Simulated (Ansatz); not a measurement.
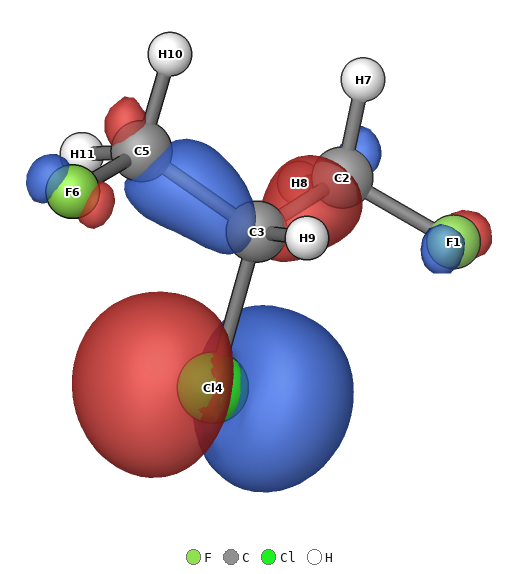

Figure 1: C3H5ClF2 (SMILES FCC(Cl)CF). The HOMO at ±0.15 Å⁻³ᐟ² (red and blue are the two phases), seen at a tilt.

Geometry: PBE0-D4/def2-TZVP.

All numbers below come from RKS PBE0-D4/def2-TZVPP in Ansatz 0.2.0.

```tsv
atom	x (Å)	y (Å)	z (Å)
F	0.0322	-1.9634	1.4202
C	0.3011	-1.2161	0.3015
C	-0.3050	0.1611	0.4268
Cl	-2.0833	0.0531	0.4648
C	0.1418	1.0561	-0.7042
F	-0.2702	2.3466	-0.4875
H	1.3897	-1.1289	0.2075
H	-0.0991	-1.7423	-0.5698
H	-0.0065	0.6036	1.3793
H	1.2364	1.0560	-0.7595
H	-0.2716	0.7172	-1.6584
```

> What is the character of this orbital?

Its weight (Hirshfeld) is mainly on Cl4 (about 75 %) and C3 (about 5 %); largely a lone pair of Cl4. Its energy is −8.71 eV.
